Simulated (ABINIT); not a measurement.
Convergence study of shifted k-point meshes for Li (Im-3m, 1 atom in the cell)

```yaml
crystal:
  lattice:
    - [-1.75023, 1.75023, 1.75023]
    - [1.75023, -1.75023, 1.75023]
    - [1.75023, 1.75023, -1.75023]
  atoms:
    - { symbol: Li, position: [0.00000, 0.00000, 0.00000] }
```

Method of the run: PBEsol, norm-conserving pseudopotentials (PseudoDojo nc-sr-04 PBEsol standard) (plane waves; ABINIT).

Base settings: pseudos = [Li.upf]; ecut = 37 Ha; ixc = -116133; occopt = 7; tsmear = 0.1 eV; ngkpt = 11 11 11; nshiftk = 1; shiftk = 0 0 0; potentials = PseudoDojo nc-sr-04 PBEsol standard; nband = 7.

In this ladder: shiftk = 0.5 0.5 0.5.

Only quantities that move along the ladder and can be compared are tabulated.

The count of work is k-points × plane waves × bands × iterations; it is no time. Core times come from one kind of shared machine, to one figure; runs under 30 s give none.

The starting cell has typed, rounded lattice constants, without a prior relaxation at this level. Its lattice was rescaled by up to half a per cent.

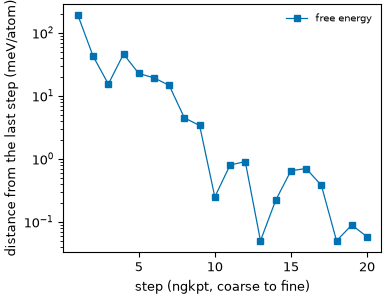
Figure. Distance from the last step along the ladder; very small values are drawn at a floor.

| ngkpt | free energy less the last step's (meV/atom) | pressure (GPa) | count of work / last | core time / last (rough) |
|---|---|---|---|---|
| 2 2 2 | 189.71 | 0.45 | 0.0015 | – |
| 3 3 3 | 42.44 | -0.45 | 0.0026 | – |
| 4 4 4 | 15.35 | -0.66 | 0.0039 | – |
| 5 5 5 | 45.89 | -0.62 | 0.0065 | – |
| 6 6 6 | -22.59 | -0.82 | 0.0090 | – |
| 7 7 7 | 19.27 | -0.59 | 0.013 | – |
| 8 8 8 | -14.65 | -0.85 | 0.017 | – |
| 9 9 9 | 4.46 | -0.66 | 0.023 | – |
| 10 10 10 | -3.38 | -0.77 | 0.028 | – |
| 11 11 11 | -0.25 | -0.72 | 0.036 | – |
| 13 13 13 | -0.79 | -0.74 | 0.055 | – |
| 14 14 14 | -0.91 | -0.74 | 0.065 | – |
| 15 15 15 | 0.04 | -0.74 | 0.078 | – |
| 17 17 17 | -0.22 | -0.73 | 0.11 | – |
| 19 19 19 | -0.65 | -0.73 | 0.14 | – |
| 21 21 21 | -0.70 | -0.74 | 0.19 | 0.1 |
| 23 23 23 | -0.38 | -0.74 | 0.24 | – |
| 26 26 26 | 0.05 | -0.73 | 0.33 | 0.2 |
| 29 29 29 | -0.09 | -0.73 | 0.44 | 0.3 |
| 35 35 35 | 0.06 | -0.73 | 0.74 | 0.3 |
| 39 39 39 | 0.00 | -0.73 | 1.0 | 1 |

Coarsest ngkpt that holds the pressure within 0.1 GPa of the last step, with all finer ones: 9 9 9, at 0.023 of the last step's count of work; the step before is off by 0.12 GPa.

Coarsest ngkpt that holds the free energy within 1 meV/atom of the last step, with all finer ones: 11 11 11, at 0.036 of the last step's count of work; the step before is off by 3.4 meV/atom.
